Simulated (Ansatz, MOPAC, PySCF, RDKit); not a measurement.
H2O (SMILES O) and HF (SMILES F) are pulled apart as rigid monomers along the line of their centres of mass, from the B3LYP-D3(BJ)/def2-TZVP minimum. Starting geometry (charge 0, multiplicity 1):
```xyz
5

O     -0.08492    -0.27219     0.32202
H      0.72395    -0.75194     0.11141
H     -0.11087     0.48919    -0.26825
F     -0.26856     0.38243     2.86667
H     -0.23814     0.12511     1.95839
```

Interaction energies with rigid monomers; basis-set methods are counterpoise corrected unless marked otherwise.

Correlated levels freeze the cores. The state that PM7 reach isn't checked; PM7 holds dispersion and hydrogen-bond terms.

Codes used: Ansatz (Gaussian basis) for Hartree–Fock, density functionals and correlated methods; MOPAC for PM7 (differences of heats of formation); PySCF for the dispersion terms; RDKit for the force fields. 

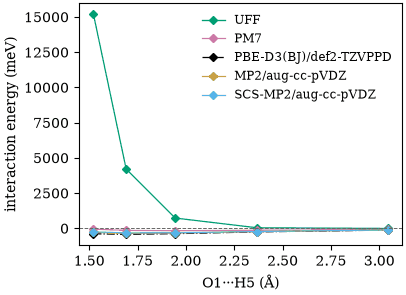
*Interaction energy against separation*

Task: Which level binds most strongly at O1···H5 = 1.69, and by how much?

Result: PBE-D3(BJ)/def2-TZVPPD, -425 meV.

Ansatz is an electronic-structure program.
